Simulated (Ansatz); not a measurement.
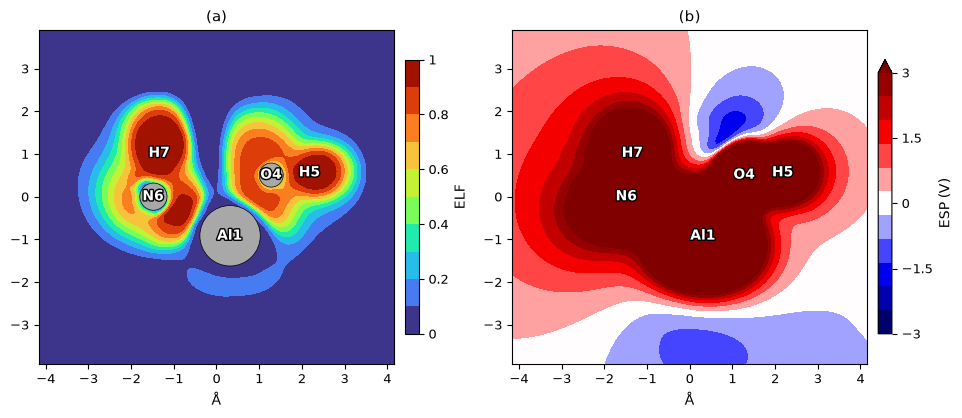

Figure 1: AlClFH4NO. (a) electron localisation function; (b) molecular electrostatic potential on the plane of atoms Al1, N6 and H7. Grey discs cover the atomic cores in the ELF map.

Level of theory: RKS PBE-D4/def2-mTZVP in Ansatz 0.2.0.

Input file:

```
crystal:
  periodic: [false, false, false]
  atoms:
    - { symbol: Al, position_ang: [0.177163, -0.642477, -0.402516] }
    - { symbol: F, position_ang: [-0.087231, 0.152019, 2.356809] }
    - { symbol: Cl, position_ang: [1.870518, 0.441616, -1.01183] }
    - { symbol: O, position_ang: [-1.34214, -0.181807, -1.022841] }
    - { symbol: H, position_ang: [-2.178613, -0.53273, -0.686787] }
    - { symbol: "N", position_ang: [0.466172, -2.171155, 0.651664] }
    - { symbol: H, position_ang: [-0.194683, -2.948368, 0.619826] }
    - { symbol: H, position_ang: [1.415291, -2.543687, 0.699025] }
    - { symbol: H, position_ang: [0.109323, -0.768111, 2.372151] }
basis:
  gaussian: { orbitals: def2-mTZVP }
hamiltonian:
  xc: pbe
  dispersion: d4
relax:
  f_tol: 0.03
  max_steps: 50
output:
  orbitals: {}
```

Command:

```sh
ansatz run input.yaml --threads 4 --pin off --max-ram 5120MiB --backend cpu --events-out ev --progress --plain --runs-dir out
```

The fields are those of the run's last geometry, not of the input's.

Read the bonding off the picture.

Answer. The plane passes through Al, O, H and N nuclei. Al–O (1.73 Å): the ELF peaks at about 0.85 in the valence shell of O, 0.6 Å from its nucleus, and is about 0.45 at the midpoint. Al–N (2.02 Å): the ELF peaks at about 0.95 in the valence shell of N, 0.7 Å from its nucleus, and is about 0.80 at the midpoint. O–H (0.97 Å): the ELF climbs to about 1 towards the hydrogen, as it does in any bond to H; a covalent bond by its length. N–H (1.03 Å): the ELF climbs to about 1 towards the hydrogen (an ordinary covalent bond to hydrogen). The ELF also peaks beside O4, away from the bonds: lone-pair regions. Outside the dense part of the molecule the potential is most negative (−1.7 V) near O4.
